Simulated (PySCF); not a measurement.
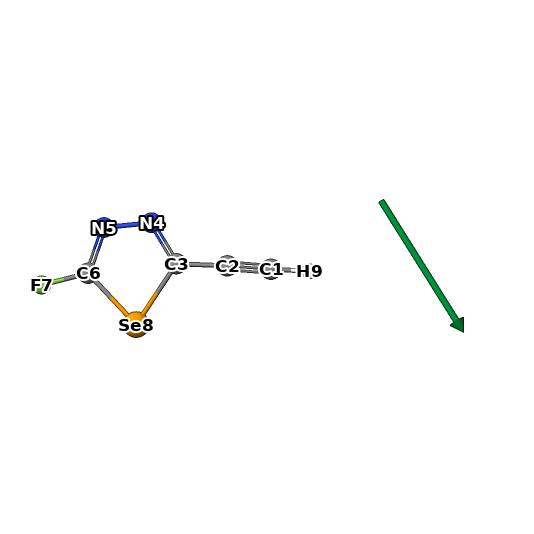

The arrow beside the molecule shows the direction of the dipole moment, from the negative to the positive end (its length means nothing). The computed structure is the end point of a GFN2-xTB optimisation. No frequency run is at hand to confirm it as a minimum. Method: B3LYP/def2-SVPD, gas phase (PySCF 2.14.0).

Question: Estimate the dipole moment.

Answer: 3.68 D; it points from the side of N5 to the side of H9 (the outermost atoms at the two ends).

The geometry is semi-empirical. Around Se such bond lengths and angles can be off by a tenth of an ångström or more and by several degrees, and values that hang on the shape move with them.
